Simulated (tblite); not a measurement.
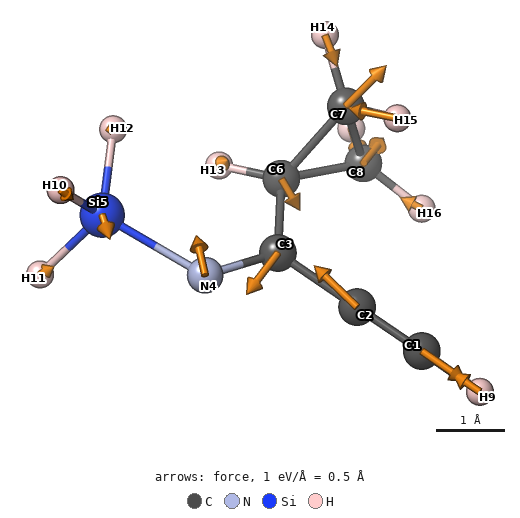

Starting geometry of C6H9NSi with the computed forces as orange arrows. Style: ball-and-stick. Shown at a tilt.

Computed with GFN2-xTB geometry optimisation, gas phase in tblite 0.8.0. 

> What follows when this structure is relaxed?

It isn't relaxed: the largest force vector, on C atoms, is 1.85 eV/Å. The final displacements have little in common with the starting forces (cosine between the two patterns 0.15). Over 88 geometry steps the energy falls by 14.5 kcal/mol. The atom that moves furthest after the best rigid fit is an H atom (0.78 Å). By element the largest moves are H 0.78 Å, C 0.45 Å, Si 0.31 Å, N 0.29 Å. Some distances before and after: N–Si 1.789 → 1.707 Å, C–H 1.136 → 1.080 Å, C–H 1.114 → 1.079 Å, H–Si 1.491 → 1.460 Å. Bond angles that change, for instance: C–N–Si 121.7° → 137.6°, N–Si–H 111.3° → 103.5°, C–C–H 111.9° → 118.1°. Groups turn about C–C by about 25°. Cost: 0.52 s on 1 thread of Arm Neoverse V2, with other jobs on the host.
